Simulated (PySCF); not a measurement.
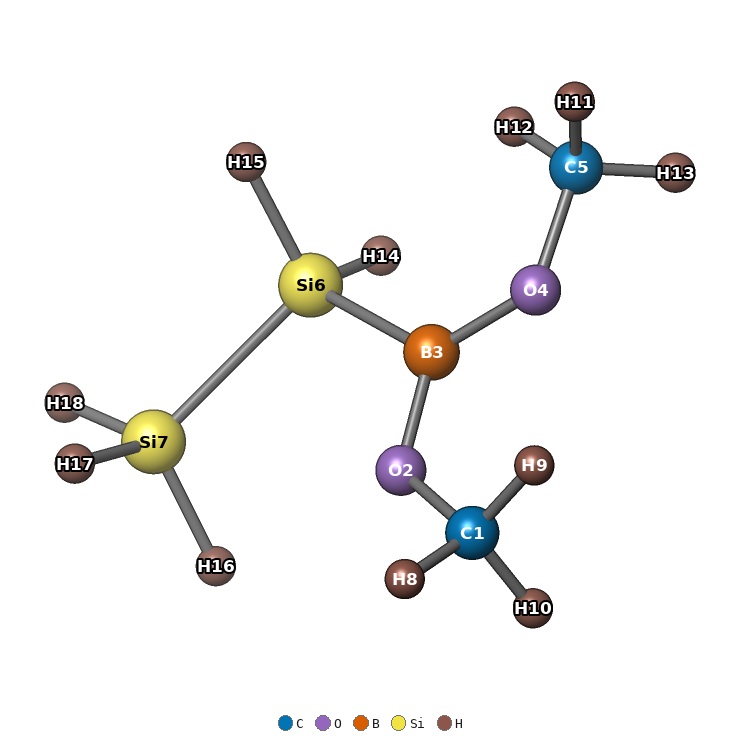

The computed structure is the end point of a PBE0-D3(BJ)/def2-SVP optimisation. No frequency run is at hand to confirm it as a minimum. Level of theory: delta-SCF UKS SCAN, pcX-2 on the ionised atom, pcseg-1 elsewhere, spin-free X2C (PySCF 2.14.0).

Give the core-electron binding energies (to vacuum; p and d levels without spin–orbit splitting) of C1 1s, O2 1s, B3 1s, Si6 1s, Si6 2p, Si7 1s, Si7 2p.

| atom | level | binding energy (eV) |
| --- | --- | --- |
| C1 | 1s | 292.2 |
| O2 | 1s | 538.4 |
| B3 | 1s | 196.6 |
| Si6 | 1s | 1845.5 |
| Si6 | 2p | 106.0 |
| Si7 | 1s | 1845.8 |
| Si7 | 2p | 106.3 |
